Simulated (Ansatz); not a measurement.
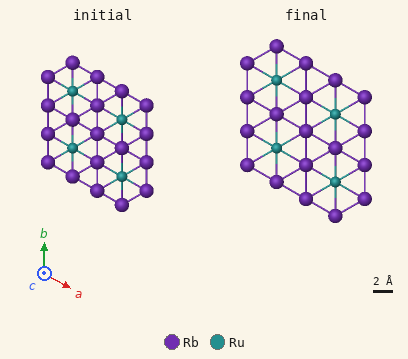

The structure of solid Rb$_{3}$Ru (a generated structure, set up in P6/mmm) (coarse preliminary run) before (left) and after (right) a relaxation, at one scale.

The picture is a ball-and-stick view of the cell of the calculation, seen along the c axis.

Computed with DFT PBE, scalar-relativistic, plane waves, PAW in Ansatz 0.2.0.

Input file:
```yaml
crystal:
  lattice:
    - [6.25181414, 0.0, 0.0]
    - [-3.12590707, 5.41422987, 0.0]
    - [0.0, 0.0, 4.37870472]
  atoms:
    - { symbol: Rb, position: [0.5, 0.0, 0.0] }
    - { symbol: Rb, position: [0.0, 0.5, 0.0] }
    - { symbol: Rb, position: [0.5, 0.5, 0.0] }
    - { symbol: Ru, position: [0.0, 0.0, 0.0] }
basis:
  ecutwfc: 420
kpoints:
  mp_grid: { grid: [3, 3, 4] }
hamiltonian:
  xc: pbe
scf:
  occupations: { method: gaussian, width: 0.1 }
  lower_state_search: "off"
output:
  forces: true
  stress: true
  eigenvalues: true
relax:
  adjacent_minimum: "off"
  f_tol: 0.04
  max_steps: 70
  cell: { stress_tol: 0.4 }
```

Run as
```bash
ansatz run input.yaml --threads 1 --pin off --max-ram 2048MiB --backend cpu --events-out ev --progress --plain --runs-dir out
```

Question: Summarise the run.

Answer: The atoms keep their places relative to the cell (all moves are under 0.005 Å). The volume changes by +9.3 %, with a = b 6.252 → 7.454 Å (+19.2 %), c 4.379 → 3.366 Å (−23.1 %). Some distances before and after: Rb1–Rb1 4.379 → 3.366 Å, Ru4–Ru4 4.379 → 3.366 Å, Rb1–Ru4 3.126 → 3.727 Å, Rb1–Rb2 3.126 → 3.727 Å. The space group stays P6/mmm (No. 191). After 8 accepted moves (10 points after the start) the energy has fallen by 1.664 eV per cell of the calculation. All forces vanish by symmetry, so only the cell relaxes. The pressure goes from 4.72 to 0.21 GPa. At 2 points the geometry stayed and the basis and grid were re-selected for the new cell (energy shift of 43.3 meV per cell of the calculation at most each time). The run took 29 s on 1 thread of Arm Neoverse V1, with other jobs on the host, peak memory 0.38 GiB.
